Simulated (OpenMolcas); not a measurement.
# TiNH2Cl3 (SMILES [NH2][Ti]([Cl])([Cl])[Cl]) at 6 levels

Aim: a comparison of 6 runs (HF/STO-3G, BHLYP/def2-SVP, M06-2X/def2-SVP, PBE/def2-SVP, revPBE/def2-SVP, MP2/def2-SVP) of TiNH2Cl3. 

Program for the calculation: OpenMolcas 26.06.

1 further run of the same task is left out (it didn't finish).

### Step 1. Starting point

TiNH2Cl3: 7 atoms, total charge 0, spin state singlet. As SMILES, `[NH2][Ti]([Cl])([Cl])[Cl]`. One bond was lengthened or shortened from a relaxed shape.

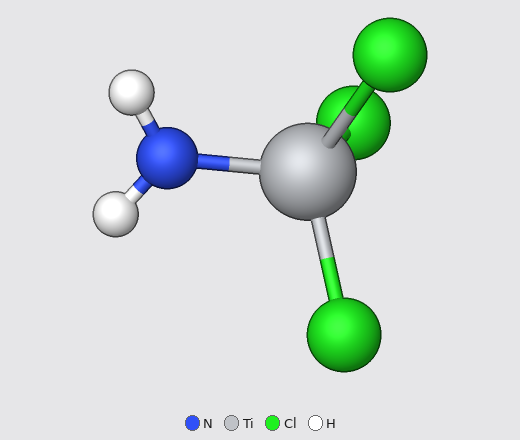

Viewed from a chosen angle; nitrogen blue, titanium light grey, chlorine green, hydrogen white.

### Step 2. A single-point energy at HF/STO-3G (run 1)

Contents of input.xyz:

```xyz
7

N     -0.798855     0.234781     0.992424
Ti     0.293545    -0.518119    -0.279776
Cl     1.800045    -1.686919     0.779024
Cl    -0.893855    -1.839519    -1.563476
Cl     1.232300     1.358700    -1.654500
H     -1.322655     1.089881     0.858524
H     -0.984155    -0.175919     1.898224
```

Contents of run.inp:

```
* Cl3H2NTi Hartree-Fock
&GATEWAY
BasLib=$CurrDir
Coord=input.xyz
Basis=STO-3G
Group=NoSym
&SEWARD
&SCF
Thresholds=1e-10 1e-07 1e-07 1e-05
PrOrbitals=0
```

The basis set STO-3G is read from a file made from the Basis Set Exchange's data (not shown).

Command:

```console
$ export MOLCAS_MEM=1860
$ pymolcas run.inp > run.log
```

Standard output:

```text
--- Start Module: gateway ---
[...]
--- Stop Module: gateway /rc=_RC_ALL_IS_WELL_ ---
--- Start Module: seward ---
[...]
      Basis functions           52
--- Stop Module: seward /rc=_RC_ALL_IS_WELL_ ---
[...]
--- Start Module: scf ---
[...]
       Convergence after  12 Iterations
[...]
::    Total SCF energy                              -2258.8029659825
[...]
      Total spin, S                                     0.0000000000
[...]
      Total electronic charge=   82.000000
      Total            charge=   -0.000000
[...]
      Dipole Moment (debye):
      Origin of the operator (angstrom)=    0.4462   -0.5711   -0.4857
                   X= -2.4721E+00               Y=  1.7585E-01               Z=  3.2758E+00           Total=  4.1077E+00
      Quadrupole Moment (debye*angstrom):
[...]
--- Stop Module: scf /rc=_RC_ALL_IS_WELL_ ---
[...]
```

It took 3.9 s on 1 thread of AMD EPYC 7R43 (Zen 3), shared host; peak memory 0.38 GiB.

### Step 3. The energy at BHLYP/def2-SVP (run 2)

Contents of run.input:

```
>>> EXPORT MOLCAS_PRINT=2

&GATEWAY
 BasLib=$CurrDir
 Coord
 7
 bohr
 N     -1.50961716     0.44367179     1.87540956
 Ti     0.55471966    -0.97910301    -0.52870002
 Cl     3.40159206    -3.18781490     1.47214200
 Cl    -1.68914115    -3.47618711    -2.95454144
 Cl     2.32870950     2.56757089    -3.12655187
 H     -2.49945571     2.05957660     1.62237523
 H     -1.85978341    -0.33243873     3.58712348
 Basis=def2-SVP
 Group=NoSym

&SEWARD
 GridInput
 Grid=UltraFine
 End of Grid

&SCF
 KSDFT=HYB_GGA_XC_BHANDHLYP
 Thresholds=1e-10 1e-07 1e-07 1e-05
 PrOrbitals=1 1
```

The basis set def2-SVP is read from a file made from the Basis Set Exchange's data (not shown).

Command:

```console
$ export MOLCAS_MEM=1860
$ pymolcas run.input > run.log
```

Standard output:

```text
--- Start Module: gateway ---
[...]
--- Stop Module: gateway /rc=_RC_ALL_IS_WELL_ ---
--- Start Module: seward ---
[...]
      Basis functions          109
--- Stop Module: seward /rc=_RC_ALL_IS_WELL_ ---
[...]
--- Start Module: scf ---
[...]
       Convergence after  17 Iterations
[...]
::    Total KS-DFT energy                           -2285.5695098978
[...]
      Total spin, S                                     0.0000000000
[...]
      Total electronic charge=   82.000000
      Total            charge=   -0.000000
[...]
      Dipole Moment (debye):
      Origin of the operator (angstrom)=    0.4462   -0.5711   -0.4857
                   X= -2.4687E+00               Y= -2.8743E-02               Z=  3.3505E+00           Total=  4.1618E+00
      Quadrupole Moment (debye*angstrom):
[...]
--- Stop Module: scf /rc=_RC_ALL_IS_WELL_ ---
[...]
```

Wall time 47 s (1 thread of AMD EPYC 7R43 (Zen 3), shared host); peak memory 0.64 GiB.

### Step 4. The energy at M06-2X/def2-SVP (run 3)

Contents of mol.xyz:

```xyz
7

N     -0.798855     0.234781     0.992424
Ti     0.293545    -0.518119    -0.279776
Cl     1.800045    -1.686919     0.779024
Cl    -0.893855    -1.839519    -1.563476
Cl     1.232300     1.358700    -1.654500
H     -1.322655     1.089881     0.858524
H     -0.984155    -0.175919     1.898224
```

Contents of mol.inp:

```
>>> EXPORT MOLCAS_PRINT=2
&GATEWAY
BASLIB=$CurrDir
COORD=mol.xyz
BASIS=def2-SVP
GROUP=NoSym
&SEWARD
GRIDINPUT
Grid=UltraFine
End of Grid
&SCF
KSDFT=M062X
THRESHOLDS=1e-10 1e-07 1e-07 1e-05
PRORBITALS=1 1
```

The basis set def2-SVP is read from a file made from the Basis Set Exchange's data (not shown).

Command:

```console
$ export MOLCAS_MEM=1860
$ pymolcas mol.inp > mol.log
```

Standard output:

```text
--- Start Module: gateway ---
[...]
--- Stop Module: gateway /rc=_RC_ALL_IS_WELL_ ---
--- Start Module: seward ---
[...]
      Basis functions          109
--- Stop Module: seward /rc=_RC_ALL_IS_WELL_ ---
[...]
--- Start Module: scf ---
[...]
       Convergence after  17 Iterations
[...]
::    Total KS-DFT energy                           -2285.5422535356
[...]
      Total spin, S                                     0.0000000000
[...]
      Total electronic charge=   82.000000
      Total            charge=   -0.000000
[...]
      Dipole Moment (debye):
      Origin of the operator (angstrom)=    0.4462   -0.5711   -0.4857
                   X= -2.5033E+00               Y=  8.4229E-04               Z=  3.3975E+00           Total=  4.2201E+00
      Quadrupole Moment (debye*angstrom):
[...]
--- Stop Module: scf /rc=_RC_ALL_IS_WELL_ ---
[...]
```

Wall time 55 s (1 thread of AMD EPYC 7R43 (Zen 3), shared host); peak memory 0.64 GiB.

Runs 4 to 5 aren't shown in full; the table further down has their settings and results.

### Step 5. A single-point energy at MP2/def2-SVP (run 6)

Contents of job.inp:

```
&GATEWAY
  BasLib = $CurrDir
  Coord
  7
  bohr
  N     -1.50961716     0.44367179     1.87540956
  Ti     0.55471966    -0.97910301    -0.52870002
  Cl     3.40159206    -3.18781490     1.47214200
  Cl    -1.68914115    -3.47618711    -2.95454144
  Cl     2.32870950     2.56757089    -3.12655187
  H     -2.49945571     2.05957660     1.62237523
  H     -1.85978341    -0.33243873     3.58712348
  Basis = def2-SVP
  Group = NoSym

&SEWARD

&SCF
  Thresholds = 1e-10 1e-07 1e-07 1e-05
  PrOrbitals = 1 1

&MBPT2
  Frozen = 21
```

The basis set def2-SVP is read from a file made from the Basis Set Exchange's data (not shown).

Command:

```console
$ export MOLCAS_MEM=1860
$ pymolcas job.inp > job.log
```

Standard output:

```text
--- Start Module: gateway ---
[...]
--- Stop Module: gateway /rc=_RC_ALL_IS_WELL_ ---
[...]
      Basis functions          109
[...]
--- Start Module: scf ---
[...]
       Convergence after  17 Iterations
[...]
::    Total SCF energy                              -2282.1222080872
[...]
      Total spin, S                                     0.0000000000
[...]
      Total electronic charge=   82.000000
      Total            charge=   -0.000000
[...]
      Dipole Moment (debye):
      Origin of the operator (angstrom)=    0.4462   -0.5711   -0.4857
                   X= -2.6023E+00               Y= -1.2595E-01               Z=  3.4890E+00           Total=  4.3544E+00
      Quadrupole Moment (debye*angstrom):
[...]
--- Stop Module: scf /rc=_RC_ALL_IS_WELL_ ---
[...]
--- Start Module: mbpt2 ---
[...]
WARNING!
Default frozen orbitals as non valence orbitals is overwritten by user input.
Default values:  22
[...]
       Reference weight ( Cref**2 )         =        0.74653
::    Total MBPT2 energy                            -2283.0140312814
[...]
      Total MBPT2 calculations                           0.84      0.98
--- Stop Module: mbpt2 /rc=_RC_ALL_IS_WELL_ ---
[...]
```

Wall time 20 s (1 thread of AMD EPYC 7R43 (Zen 3), shared host); peak memory 0.64 GiB.

### Step 6. The series

| run | level | integration grid | frozen core orbitals | energy (Eh) | dipole moment (D) of the reference | HOMO energy (eV) | LUMO energy (eV) | wall time |
| --- | --- | --- | --- | --- | --- | --- | --- | --- |
| 1 | HF/STO-3G | – | – | -2258.802966 | 4.11 | -9.93 | 4.70 | 3.9 s |
| 2 | BHLYP/def2-SVP | UltraFine | – | -2285.569510 | 4.16 | -9.52 | -2.59 | 47 s |
| 3 | M06-2X/def2-SVP | UltraFine | – | -2285.542254 | 4.22 | -9.65 | -2.55 | 55 s |
| 4 | PBE/def2-SVP | UltraFine | – | -2284.826261 | 3.80 | -6.93 | -4.35 | 61 s |
| 5 | revPBE/def2-SVP | UltraFine | – | -2285.305802 | 3.83 | -6.91 | -4.33 | 78 s |
| 6 | MP2/def2-SVP | – | 21 | -2283.014031 | 4.35 | -11.64 | 0.16 | 20 s |

### Step 7. Summary of results

| quantity | value |
| --- | --- |
| run 6: total energy | -2283.01403 Eh |
| run 6: dipole moment (mean-field density) | 4.35 D |
| run 6: HOMO energy (Hartree–Fock orbitals) | -11.64 eV |
| run 6: LUMO energy (Hartree–Fock orbitals) | 0.16 eV |
| run 6: HOMO–LUMO gap (Hartree–Fock orbitals) | 11.79 eV |
| run 6: correlation energy (21 core orbitals frozen) | -891.8 mEh |

What this shows: Over runs 1, 2, 3, 4, 5 the dipole moment (its size) runs from 3.80 D (PBE/def2-SVP) to 4.22 D (M06-2X/def2-SVP). Over runs 1, 2, 3, 4, 5 the HOMO–LUMO gap runs from 2.57 eV (PBE/def2-SVP) to 14.63 eV (HF/STO-3G). The two ends differ in method and basis. Totals of different functionals can't be ranked against each other. In run 1 the basis is minimal, so the values are rough. All runs together took 4.4 min, the longest 78 s.
